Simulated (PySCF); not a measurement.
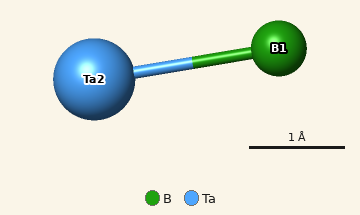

**Figure 1.** The structure (ball-and-stick view, seen at an oblique angle; atoms are numbered from 1 in the order of the input). Sticks mark near contacts.

**Two runs on TaB**

System: TaB, multiplicity 5.
Method of run A: UKS PBE-D4/def2-TZVPP (PySCF 2.14.0).

The geometry comes from this level: PBE0-D4/def2-TZVPP. Text and figures count atoms from 1; the logs count them from 0 in places.

The input, run A:
```python
import json, numpy as np
from pyscf import gto, scf, dft, mp, cc, lib
mol = gto.M(atom="""
B     -0.000048     0.000004     0.058860
Ta     0.000031     0.000001     2.035300
""", basis='def2-TZVPP', ecp={'Ta': 'def2-TZVPP'}, charge=0, spin=4, verbose=3, max_memory=4000)
def mean_field(mol):
    mf = dft.UKS(mol, xc='pbe')
    mf.grids.level = 3
    mf.disp = "d4"
    mf.conv_tol = 1e-9; mf.chkfile = None; mf.max_cycle = 100
    return mf
last = {}
def solved(mol):
    mf = mean_field(mol); mf.kernel(last.get('dm'))
    if not mf.converged: mf = mf.newton().run(mf.mo_coeff, mf.mo_occ).undo_soscf()
    for _ in range(2 if mol.verbose or not last else 0):   # follow an internal instability downhill
        mo, _, stable, _ = mf.stability(return_status=True)
        if stable: break
        mf.kernel(mf.make_rdm1(mo, mf.mo_occ))
        if not mf.converged: mf = mf.newton().run(mf.mo_coeff, mf.mo_occ).undo_soscf()
    assert mf.converged
    last['dm'] = mf.make_rdm1()
    return mf
out = {}
def energy(mol, gradient=False):
    mf = out['mf'] = solved(mol)
    e = mf.e_tot
    out.update(e=e, ref=mf.e_tot)
    if not gradient: return e
    return e, mf.nuc_grad_method().kernel()
print('Total energy: %.8f Eh' % energy(mol))
mf = out.pop('mf')
out['s2'] = mf.spin_square()[0]
out['dipole'] = mf.dip_moment(unit='Debye').tolist()
out['x'] = mol.atom_coords(unit='angstrom').tolist()
json.dump(out, open('result.json', 'w'))
```

Command:
```bash
OMP_NUM_THREADS=2 python input.py
```

Hardware: 2 threads of AMD EPYC (Zen 3), 189 GiB of memory available, shared host.

Output (run A):
```
WARN: HOMO -0.393476743829072 >= LUMO -0.440632457301242
WARN: HOMO 0.0406516970019055 >= LUMO -0.193298330702533
WARN: HOMO -0.134847208670499 >= LUMO -0.237678024783391
WARN: HOMO -0.121746744701745 >= LUMO -0.156182861004505
WARN: HOMO -0.147664021072623 >= LUMO -0.148787518232196
converged SCF energy = -81.5949765782199  <S^2> = 6.0254293  2S+1 = 5.0101614
<class 'pyscf.dft.uks.UKS'> wavefunction has an internal instability
converged SCF energy = -81.5949764915625  <S^2> = 6.0254302  2S+1 = 5.0101618
<class 'pyscf.dft.uks.UKS'> wavefunction is stable in the internal stability analysis
Total energy: -81.59497649 Eh
Dipole moment(X, Y, Z, Debye):  0.00019,  0.00008,  3.42536
```

The input of run B differs as follows (lines with − go, lines with + come):
```diff
-    mf = dft.UKS(mol, xc='pbe')
+    mf = dft.UKS(mol, xc='b3lyp')
```

Predict how the results change.

The total energies belong to different methods, so their difference says nothing on which is more stable or more accurate. The functional changes from PBE to b3lyp. On the same kind of shared host run B took about 0.62 times as long.

Output (run B):
```
WARN: HOMO -0.372918591821044 >= LUMO -0.422948961675503
WARN: HOMO 0.0430137449422849 >= LUMO -0.169748393139915
WARN: HOMO -0.139486669905186 >= LUMO -0.170398227978324
converged SCF energy = -81.6222883397653  <S^2> = 6.0263369  2S+1 = 5.0105237
<class 'pyscf.dft.uks.UKS'> wavefunction is stable in the internal stability analysis
Total energy: -81.62228834 Eh
Dipole moment(X, Y, Z, Debye):  0.00015, -0.00001,  3.63057
```

The two runs side by side:

| quantity | run A | run B |
| --- | --- | --- |
| outcome | converged | converged |
| total energy (hartree) | −81.594976 | −81.622288 |
| ⟨S²⟩ | 6.025 | 6.026 |
| wall time (shared host) | 39 s | 24 s |
